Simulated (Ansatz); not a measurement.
**SiNH (singlet): one geometry, many settings at distance N2–H3 = 0.794 Å**

What do other methods and options give for SiNH (singlet) at this geometry, and how long do they take?

Method: the settings change from run to run; program: Ansatz 0.2.0, Gaussian basis.

16 further runs of the same task are left out: 12 that didn't finish, 4 set aside as unsound or not needed.

## Step 1: The geometry

The geometry derives from a PBE0/def2-TZVP stationary point (not a proven minimum). One bond is set to the value named and the two fragments are kept rigid.

3 atoms, charge 0, spin multiplicity 1.

Atoms are counted from 1 here; the program's logs count them from 0.

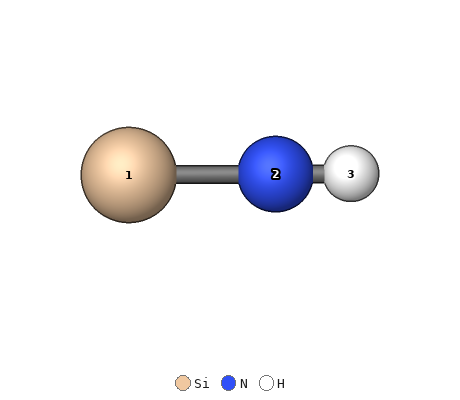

The geometry (silicon light orange, nitrogen blue, hydrogen white); atoms are numbered from 1 in the order of the file.

## Step 2: CCSDT(Q)/B on RHF/6-31G

The input, in.yaml:

```yaml
crystal:
  periodic: [false, false, false]
  atoms:
    - {symbol: Si, position_ang: [0.000000, 0.000000, 1.295091]}
    - {symbol: N, position_ang: [0.000000, 0.000000, -0.250546]}
    - {symbol: H, position_ang: [0.000000, 0.000000, -1.044546]}
basis:
  gaussian: {orbitals: 6-31G}
magnetization: {spin_polarized: false}
correlation: {method: ccsdt_q_b, electrons: outside_noble_gas, diis_vectors: 4}
```

Started as:

```console
$ ansatz run in.yaml --threads 1 --pin off --events-out ev --progress --plain --max-ram 2393MiB
```

The log of the run, shortened:

```text
Functional definition: HF
  name "HF"
  cite "Fock, Z. Phys. 61, 126 (1930) doi:10.1007/BF01340294"
  parent pbe
[...]
503 factors; integrals over basis functions are off by at most 3.4e-8 eV
[...]
mean field -9355.55339532 eV, -343.8102458560 hartree, gradient 1.2e-6 eV, S^2 0.000000; 0 other end points of the search recorded, 0 dependent functions left out
6 core orbitals not correlated: weight in the atoms' cores, before any rotation towards them, 1.000 or more for the frozen orbitals, at most 0.000 for the correlated occupied ones
reference -9355.55339532 eV, -343.8102458560 hartree; 5, 5 occupied and 13, 13 virtual orbitals, 503 factors
second order -4.51896106 eV of doubles, -0.00000000 eV of singles
cycle   1  -4.31924338 eV  change    2.0e-1 eV  update   1.3e-1
[...]
cycle  15  -4.87138242 eV  change   -4.6e-7 eV  update   1.9e-7
perturbative correction -0.01680043 eV, -0.0006174044 hartree
Total energy: -9360.44157816 eV, -343.9898832623 hartree
```

Run time: 0.96 s. Hardware: 1 thread of Arm Neoverse V1, shared host.

From the report: correlation -4.8882 eV; T1 0.025; largest double amplitude 0.11.

## Step 3: CCSDT(Q)/B on RHF/STO-3G

Changes to in.yaml since step 2:

```diff
@@ -7,4 +7,5 @@
 basis:
-  gaussian: {orbitals: 6-31G}
+  gaussian: {orbitals: STO-3G}
 magnetization: {spin_polarized: false}
-correlation: {method: ccsdt_q_b, electrons: outside_noble_gas, diis_vectors: 4}
+correlation: {method: ccsdt_q_b, electrons: valence}
+output: {forces: true}
```

The command is unchanged.

The log of the run, shortened:

```text
Functional definition: HF
  name "HF"
  cite "Fock, Z. Phys. 61, 126 (1930) doi:10.1007/BF01340294"
  parent pbe
[...]
242 factors; integrals over basis functions are off by at most 2.7e-8 eV
[...]
mean field -9245.76656582 eV, -339.7756542881 hartree, gradient 4.7e-7 eV, S^2 0.000000; 0 other end points of the search recorded, 0 dependent functions left out
6 core orbitals not correlated: weight in the atoms' cores, before any rotation towards them, 1.000 or more for the frozen orbitals, at most 0.000 for the correlated occupied ones
reference -9245.76656582 eV, -339.7756542881 hartree; 5, 5 occupied and 4, 4 virtual orbitals, 242 factors
second order -3.26912434 eV of doubles, -0.00000000 eV of singles
cycle   1  -2.93466707 eV  change    3.3e-1 eV  update   1.8e-1
[...]
cycle  11  -3.68103294 eV  change   -9.2e-7 eV  update   8.4e-7
perturbative correction 0.04687023 eV, 0.0017224490 hartree
[...]
Total energy: -9249.40072853 eV, -339.9092073044 hartree
Atom 0 at     0.000000     0.000000     1.295091 Å, force     0.000000    -0.000000    -1.151478 eV/Å
Atom 1 at     0.000000     0.000000    -0.250546 Å, force    -0.000000     0.000000    27.862922 eV/Å
Atom 2 at     0.000000     0.000000    -1.044546 Å, force    -0.000000    -0.000000   -26.711444 eV/Å
Dipole moment:    -0.000000    -0.000000    -0.024594 e Å
```

Wall time 3.5 s (1 thread of Arm Neoverse V1, shared host).

From the report: correlation -3.6342 eV; T1 0.028; largest double amplitude 0.14.

## Step 4: BCCD on UHF/6-31++G**

Changes to in.yaml since step 3:

```diff
@@ -7,5 +7,5 @@
 basis:
-  gaussian: {orbitals: STO-3G}
-magnetization: {spin_polarized: false}
-correlation: {method: ccsdt_q_b, electrons: valence}
+  gaussian: {orbitals: "6-31++G**"}
+magnetization: {spin_polarized: true, initial_magnetization: 0}
+correlation: {method: bccd, electrons: outside_noble_gas, diis_vectors: 4}
 output: {forces: true}
```

Same command.

The log of the run, shortened:

```text
Functional definition: HF
  name "HF"
  cite "Fock, Z. Phys. 61, 126 (1930) doi:10.1007/BF01340294"
  parent pbe
[...]
420 factors; integrals over basis functions are off by at most 7.3e-4 eV
[...]
mean field -9357.16198853 eV, -343.8693605664 hartree, gradient 1.6e-6 eV, S^2 0.000000; 4 other end points of the search recorded, 0 dependent functions left out
6 core orbitals not correlated: weight in the atoms' cores, before any rotation towards them, 1.000 or more for the frozen orbitals, at most 0.000 for the correlated occupied ones
reference -9357.16198853 eV, -343.8693605664 hartree; 5, 5 occupied and 37, 37 virtual orbitals, 420 factors
second order -6.75229814 eV of doubles, -0.00000000 eV of singles
cycle   1  -6.79543139 eV  change   -4.3e-2 eV  update   1.0e-1
[...]
cycle  13  -7.10442835 eV  change   -8.3e-7 eV  update   3.8e-7
[...]
Total energy: -9364.26641689 eV, -344.1304434928 hartree
Atom 0 at     0.000000     0.000000     1.295091 Å, force    -0.000000    -0.000000     0.613210 eV/Å
Atom 1 at     0.000000     0.000000    -0.250546 Å, force    -0.000000     0.000000    20.576181 eV/Å
Atom 2 at     0.000000     0.000000    -1.044546 Å, force     0.000000    -0.000000   -21.189392 eV/Å
Dipole moment:     0.000000     0.000000     0.128762 e Å
```

Run time: 3.6 s. Hardware: 1 thread of Arm Neoverse V1, shared host.

From the report: ⟨S²⟩ of the determinant 0.000 (pure singlet: 0.00); correlation -7.1044 eV; largest double amplitude 0.04.

## Step 5: CASSCF(6,3)/6-31G

The input, in.yaml:

```yaml
crystal:
  periodic: [false, false, false]
  atoms:
    - {symbol: Si, position_ang: [0.000000, 0.000000, 1.295091]}
    - {symbol: N, position_ang: [0.000000, 0.000000, -0.250546]}
    - {symbol: H, position_ang: [0.000000, 0.000000, -1.044546]}
basis:
  gaussian: {orbitals: 6-31G}
correlation: {active_space: {window: {electrons: 6, orbitals: 3}}}
```

Same command.

The log of the run:

```text
Functional definition: HF
  name "HF"
  cite "Fock, Z. Phys. 61, 126 (1930) doi:10.1007/BF01340294"
  parent pbe
  exchange = exact_x
  correlation = 0
305 factors; integrals over basis functions are off by at most 1.9e-4 eV
mean field evaluation 1: about -9351.0946 eV, gradient 4.3e1 eV
mean field evaluation 2: about -9351.0983 eV, gradient 4.3e1 eV
mean field evaluation 4: about -9355.5257 eV, gradient 2.4e0 eV
mean field evaluation 8: about -9355.5533 eV, gradient 2.2e-5 eV
mean field -9355.55332407 eV, -343.8102432376 hartree, gradient 2.6e-6 eV, S^2 0.000000; 0 other end points of the search recorded, 0 dependent functions left out
reference -9355.55332407 eV, -343.8102432376 hartree; 11, 11 occupied and 13, 13 virtual orbitals, 305 factors
state -9355.55332407 eV, -343.8102432376 hartree
Total energy: -9355.55332407 eV, -343.8102432376 hartree
```

Run time: 0.27 s. Hardware: 1 thread of Arm Neoverse V1, shared host.

From the report: 1 determinant; active occupations 2.00, 2.00, 2.00. With so small a space the active step adds no correlation: the energy is the mean field's.

## Step 6: MP2 on UHF/6-31G

Changes to in.yaml since step 5:

```diff
@@ -8,2 +8,4 @@
   gaussian: {orbitals: 6-31G}
-correlation: {active_space: {window: {electrons: 6, orbitals: 3}}}
+magnetization: {spin_polarized: true, initial_magnetization: 0}
+correlation: {method: mp2, electrons: all}
+output: {forces: true}
```

Same command.

The log of the run, shortened:

```text
Functional definition: HF
  name "HF"
  cite "Fock, Z. Phys. 61, 126 (1930) doi:10.1007/BF01340294"
  parent pbe
[...]
305 factors; integrals over basis functions are off by at most 1.9e-4 eV
[...]
mean field -9355.55332407 eV, -343.8102432376 hartree, gradient 1.7e-6 eV, S^2 0.000000; 4 other end points of the search recorded, 0 dependent functions left out
reference -9355.55332407 eV, -343.8102432376 hartree; 11, 11 occupied and 13, 13 virtual orbitals, 305 factors
second order -4.65766558 eV of doubles, -0.00000000 eV of singles
[...]
Total energy: -9360.21098965 eV, -343.9814092908 hartree
Atom 0 at     0.000000     0.000000     1.295091 Å, force     0.000000    -0.000000     3.677516 eV/Å
Atom 1 at     0.000000     0.000000    -0.250546 Å, force    -0.000000    -0.000000    17.798366 eV/Å
Atom 2 at     0.000000     0.000000    -1.044546 Å, force     0.000000     0.000000   -21.475881 eV/Å
Dipole moment:    -0.000000     0.000000    -0.127062 e Å
```

Wall time 0.36 s (1 thread of Arm Neoverse V1, shared host).

From the report: ⟨S²⟩ of the determinant 0.000 (pure singlet: 0.00).

## Step 7: CCSD(T)/x2c-TZVPPall

The input, in.yaml:

```yaml
crystal:
  periodic: [false, false, false]
  atoms:
    - {symbol: Si, position_ang: [0.000000, 0.000000, 1.295091]}
    - {symbol: N, position_ang: [0.000000, 0.000000, -0.250546]}
    - {symbol: H, position_ang: [0.000000, 0.000000, -1.044546]}
basis:
  gaussian: {orbitals: x2c-TZVPPall}
magnetization: {spin_polarized: false}
hamiltonian: {xc: {name: PBE}}
correlation: {method: ccsd_t, electrons: outside_noble_gas}
```

Same command.

The log of the run, shortened:

```text
Functional definition: PBE
  name "PBE"
  cite "Perdew, Burke & Ernzerhof, Phys. Rev. Lett. 77, 3865 (1996) doi:10.1103/PhysRevLett.77.3865"
  parent pbe
[...]
516 factors; integrals over basis functions are off by at most 1.1e-3 eV
[...]
mean field -9393.99572764 eV, -345.2229755119 hartree, gradient 7.1e-7 eV, S^2 0.000000; 0 other end points of the search recorded, 0 dependent functions left out
6 core orbitals not correlated: weight in the atoms' cores, before any rotation towards them, 1.000 or more for the frozen orbitals, at most 0.000 for the correlated occupied ones
reference -9375.01368912 eV, -344.5253984626 hartree; 5, 5 occupied and 76, 76 virtual orbitals, 516 factors
second order -8.73584141 eV of doubles, -0.34897728 eV of singles
cycle   1  -8.44735354 eV  change    6.2e-1 eV  update   1.2e-1
[...]
cycle   9  -8.90302710 eV  change   -5.7e-6 eV  update   8.0e-6
perturbative correction -0.49773550 eV, -0.0182914421 hartree
Total energy: -9384.41445172 eV, -344.8708701160 hartree
Relativity: scalar
```

Run time: 2.2 s. Hardware: 1 thread of Arm Neoverse V1, shared host.

From the report: correlation -9.4008 eV; T1 0.014; largest double amplitude 0.07. The orbitals are Kohn-Sham ones, so correlation energy and T1 don't compare with those on Hartree-Fock orbitals.

## Step 8: The runs in one table

Where basis and cores are those of an earlier FCI/6-31G run (-9360.4452 eV), and the state is the same kind, the miss against it is given.

```
                                 level         correlated  functions  energy (eV)  from FCI (meV)    time
               CCSDT(Q)/B on RHF/6-31G  outside noble gas         24   -9360.4416             3.7  0.96 s
              CCSDT(Q)/B on RHF/STO-3G            valence         15   -9249.4007                   3.5 s
                 BCCD on UHF/6-31++G**  outside noble gas         48   -9364.2664                   3.6 s
                     CASSCF(6,3)/6-31G                            24   -9355.5533          4891.9  0.27 s
                      MP2 on UHF/6-31G                all         24   -9360.2110                  0.36 s
CCSD(T)/x2c-TZVPPall (on PBE orbitals)  outside noble gas         87   -9384.4145                   2.2 s
```

## Step 9: Results

```
quantity                         value
    runs                             6
quickest     CASSCF(6,3)/6-31G, 0.27 s
 slowest  BCCD on UHF/6-31++G**, 3.6 s
```

In words: Total energies in different bases, with other cores or another treatment of relativity can't be set against each other. BCCD on UHF/6-31++G** took 13 times as long as CASSCF(6,3)/6-31G; the jobs differ in more than the method. Hartree-Fock, CASSCF and CASCI lack dynamic correlation by design.
